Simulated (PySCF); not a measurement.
```yaml
atoms:
  - { symbol: C, position_ang: [-1.1688, -1.5852, 0.1368] }
  - { symbol: C, position_ang: [-0.7005, -0.1280, 0.2168] }
  - { symbol: C, position_ang: [-1.2506, 0.6288, -0.9917] }
  - { symbol: C, position_ang: [-1.2929, 0.4795, 1.4939] }
  - { symbol: C, position_ang: [0.8395, -0.0583, 0.2668] }
  - { symbol: Si, position_ang: [1.7504, -1.1668, -0.9985] }
  - { symbol: Si, position_ang: [1.5832, 1.7007, 0.1889] }
  - { symbol: H, position_ang: [-0.8917, -2.0306, -0.8156] }
  - { symbol: H, position_ang: [-0.7260, -2.1759, 0.9361] }
  - { symbol: H, position_ang: [-2.2521, -1.6404, 0.2336] }
  - { symbol: H, position_ang: [-1.0379, 1.6924, -0.9110] }
  - { symbol: H, position_ang: [-0.8081, 0.2582, -1.9128] }
  - { symbol: H, position_ang: [-2.3301, 0.5024, -1.0565] }
  - { symbol: H, position_ang: [-2.3790, 0.4077, 1.4783] }
  - { symbol: H, position_ang: [-0.9307, -0.0498, 2.3733] }
  - { symbol: H, position_ang: [-1.0264, 1.5278, 1.5918] }
  - { symbol: H, position_ang: [1.1325, -0.4551, 1.2478] }
  - { symbol: H, position_ang: [1.5894, -2.5916, -0.6918] }
  - { symbol: H, position_ang: [1.2800, -0.9239, -2.3647] }
  - { symbol: H, position_ang: [3.1829, -0.8695, -0.9410] }
  - { symbol: H, position_ang: [2.9857, 1.6087, 0.6012] }
  - { symbol: H, position_ang: [0.9267, 2.6478, 1.0967] }
  - { symbol: H, position_ang: [1.5199, 2.2481, -1.1683] }
```

Geometry: GFN2-xTB.

These are results of PySCF, PBE0/pcSseg-1, SCF density, gas phase, non-relativistic, not measurements.

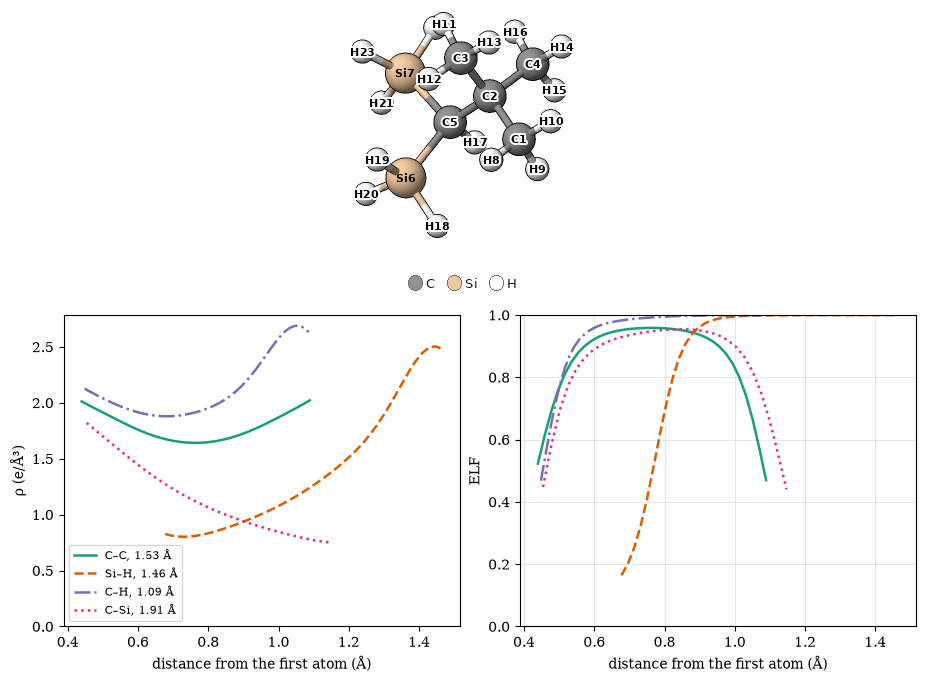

C5H16Si2 (SMILES CC(C)(C)C([SiH3])[SiH3]). Total electron density and electron localisation function along straight lines between neighbouring atoms. The curves leave out the atomic cores. The structure is drawn too.

**What can be read from the curves?**

C–C (1.53 Å): ρ is about 1.6 e/Å³ halfway; the ELF peaks at about 0.95 between the atoms, as expected for a covalent bond.
Si–H (1.46 Å): ρ at the midpoint is about 0.8 e/Å³; the ELF climbs to about 1 towards the hydrogen, as it does in any bond to H.
C–H (1.09 Å): the density is about 2 e/Å³ at the midpoint; the ELF climbs to about 1 towards the hydrogen; an ordinary covalent bond to hydrogen.
C–Si (1.91 Å): ρ is about 0.89 e/Å³ halfway; the ELF peaks at about 0.95 between the atoms; a covalent bond.
